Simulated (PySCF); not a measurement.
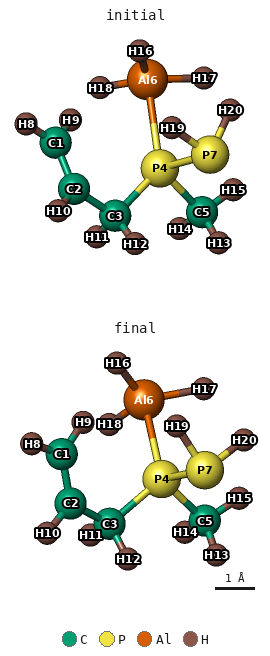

The structure of C4H13AlP2 before (top) and after (bottom) a relaxation, at one scale.

Style: ball-and-stick. Shown at a tilt.

The start comes from GFN2-xTB. Its atoms were then displaced at random by about 0.01 Å.

The calculation used PySCF, PBE0-D3(BJ)/def2-SVP geometry optimisation, gas phase. 

Question: What changed between the two?

Answer: The atom that moves furthest after the best rigid fit is H9 (1.03 Å). By element the largest moves are H 1.03 Å, C 0.55 Å, Al 0.44 Å, P 0.30 Å. Near-neighbour distances that change, for instance: P4–P7 2.156 → 2.214 Å, P7–H19 1.381 → 1.426 Å, P4–C5 1.873 → 1.831 Å, Al6–H16 1.569 → 1.605 Å. Among the angles between lasting bonds that change: Al6–P4–P7 101.3° → 117.1°, C3–P4–Al6 132.5° → 121.5°, C5–P4–Al6 116.9° → 109.0°. Groups turn about P4–P7 by about 20°. After 18 geometry steps the energy has fallen by 9.19 kcal/mol.
